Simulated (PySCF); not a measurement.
```csv
atom,x (Å),y (Å),z (Å)
F,-0.8708,-1.6436,0.6834
Ga,-0.4042,0.1046,0.5602
F,-0.8796,0.7341,-1.0601
F,1.3907,0.2411,0.6707
O,-1.2498,0.9957,1.9210
H,-1.7161,0.3534,2.4611
```

Geometry: PBE0-D3(BJ)/def2-SVPD.

Computed with PBE0-D3(BJ)/def2-TZVP, SCF density, gas phase in PySCF 2.14.0.

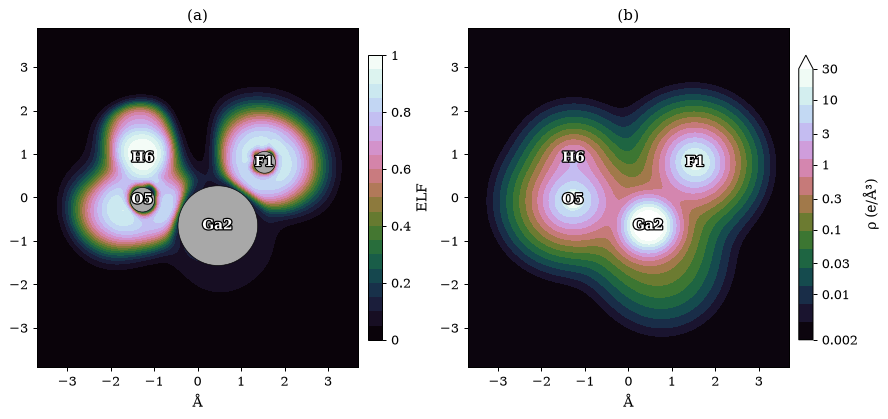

F3GaHO (charge −1). (a) ELF; (b) total electron density on the plane of atoms Ga2, O5 and H6. Grey discs cover the atomic cores in the ELF map.

**Describe what can be read from this map.**

The plane passes through F, Ga, O and H nuclei.
Ga–F (1.81 Å): ρ at the midpoint is about 0.77 e/Å³; the ELF peaks at about 0.80 in the valence shell of F, 0.6 Å from its nucleus, and is about 0.20 at the midpoint.
Ga–O (1.83 Å): ρ is about 0.83 e/Å³ halfway; the ELF peaks at about 0.85 in the valence shell of O, 0.6 Å from its nucleus, and is about 0.25 at the midpoint.
O–H (0.96 Å): ρ is about 3.7 e/Å³ halfway; the ELF climbs to about 1 towards the hydrogen, as it does in any bond to H: a covalent bond by its length.
The ELF also peaks beside O5 and F1, away from the bonds: lone-pair regions.
